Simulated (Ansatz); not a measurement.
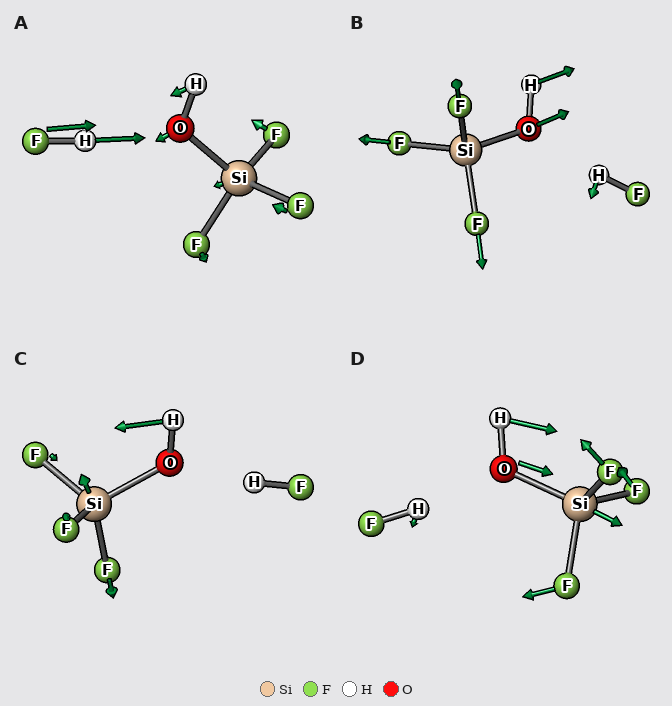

4 normal modes of one molecule or complex, as arrows. Harmonic vibrations computed with RKS PBE0-D4/def2-TZVP (Ansatz 0.2.0) at a stationary point of the same level.

**Match the panels to the wavenumbers 155 cm⁻¹, 391 cm⁻¹, 797 cm⁻¹, 1048 cm⁻¹.**

A: 155 cm⁻¹
B: 797 cm⁻¹, in-phase stretching of 3 F–Si bonds
C: 1048 cm⁻¹
D: 391 cm⁻¹, angle bending
